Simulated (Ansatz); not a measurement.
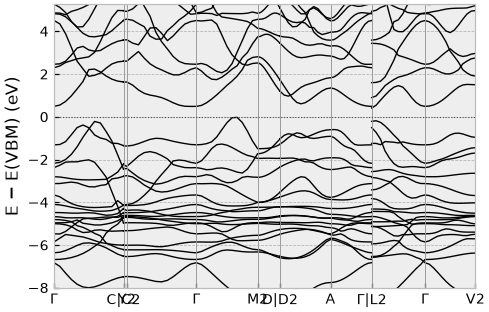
Fig. 1. Band structure from DFT-r²SCAN in the program Ansatz with PAW potentials

The gap is 0.26 eV; an edge lies off the plotted path or next to a special point (maximum off the standard path, minimum off the standard path).

The material is GeAsAu in space group C2 (No. 5; Ge on 4c, As on 4c, Au on 4c).

The first step of the workflow began from a Materials Project structure, measured or hypothetical; the Crystallography Open Database copy checked does not list it. With Ge and As taken as one species the cell has the higher symmetry C2/c, so it may be an ordered model of a mixed-site phase. Its standing as an ambient phase is unchecked. Symmetry was held in the r²SCAN relaxation; whether a distortion lowers the energy is not shown. Spin–orbit coupling is left out wherever it is not named.

Potentials: the later of the program's two PAW sets.
